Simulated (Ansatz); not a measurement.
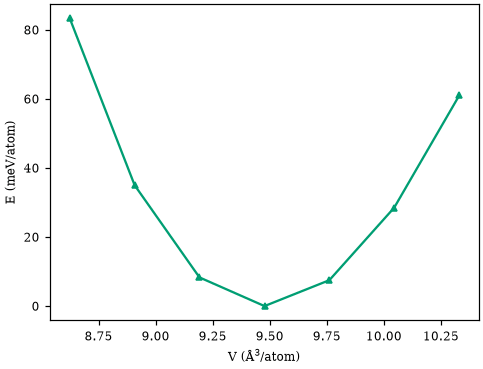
Figure: TiN (rock salt, space group No. 225) under volume change, the program Ansatz at the r²SCAN level (PAW), scaled uniformly.

### Question
What does a third-order Birch–Murnaghan fit give for V₀, B₀ and B′?

### Answer
V₀ = 9.48 Å³/atom, B₀ = 296 GPa, B′ = 4.2.

Space group Fm-3m (rock salt). The cell was relaxed with r²SCAN under the symmetry of its start; of distortions, only those at the zone centre were tested. The run is not spin-polarised.

Potentials: the later of the program's two PAW sets.
